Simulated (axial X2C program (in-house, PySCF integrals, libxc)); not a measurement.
## Relativistic diatomic calculation for GeB

- system: GeB, single determinant with M_S = 3/2 and |Λ| = 0.
- method: r2SCAN0, spin-free X2C-1e, Ge dyall-v3z, B dyall-v3z (cores contracted) (axial X2C program (in-house, PySCF integrals, libxc))

## The input
```
{"zs": [32, 5], "q": 0, "bas": ["dyall-v3z", "dyall-v3z"], "levels": ["PBE0", "HF", "r2SCAN0", "B97-3"], "cc": false, "r0": 2.06, "npts": 10, "nst": 2, "ntry": 6, "opt": {"nrad": 45, "nth": 14}}
```

The line is the task of a batch: nuclear charges, charge, bases, the levels to run, a first guess of the distance and further settings. This report covers r2SCAN0 without spin-orbit coupling. The log is that of the reference distance 1.976 Å.

Hardware: 1 thread of Arm Neoverse N1, 98 GiB of memory available, shared host.

The run was one of a batch that the task file lists, launched with:
```bash
python <driver script> task.json out
```

## Output
```
spin-free X2C-1e  r2SCAN0
basis functions 120  fitting functions 776  grid points 1064
iter        total energy     max residual
   1      -2123.500647712     3.78e-02
   2      -2123.502273425     5.08e-03
   3      -2123.501742395     7.75e-03
   4      -2123.502601997     4.21e-04
   5      -2123.502603758     4.58e-04
   6      -2123.502608733     1.58e-04
   7      -2123.502609920     5.10e-05
   8      -2123.502610074     1.79e-05
   9      -2123.502610091     8.49e-06
  10      -2123.502610092     9.28e-07
converged
one-electron -3040.98847423  Coulomb 958.78639266  exact exchange -20.58949043  xc functional -63.55939525  nuclear repulsion 42.84835716
```

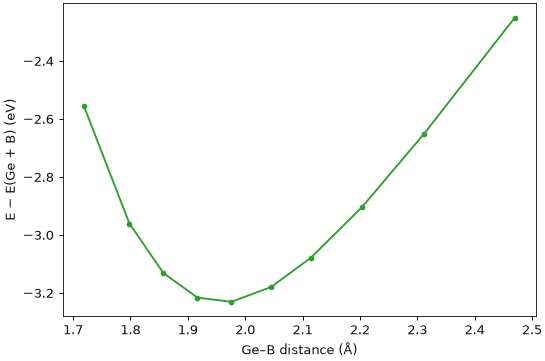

Figure 1. Energy at 10 bond lengths, for one set of occupations held fixed; the line joins the points. A polynomial of degree 6 through 9 points gives rₑ = 1.960 Å, ωₑ = 687.5 cm⁻¹, ωₑxₑ = 7.5 cm⁻¹ and Bₑ = 0.4580 cm⁻¹. The minimum lies 3.23 eV below Ge + B, each computed as one determinant at the same level.

## What the run reported

- outcome: converged
- bond length rₑ: 1.960 Å
- ωₑ: 687.5 cm⁻¹
- energy at the minimum: −2123.50269 hartree
- depth below the fragments: 3.23 eV
- largest ⟨S²⟩ along the curve: 3.76
- wall time: 3.7 s

## What is odd here

This input holds a deliberate oddity: coarse grid (nrad = 45.0) (nth = 14.0). The program ran to the end. Its numbers are those of the input as typed; this run alone doesn't show how far the oddity moves them.
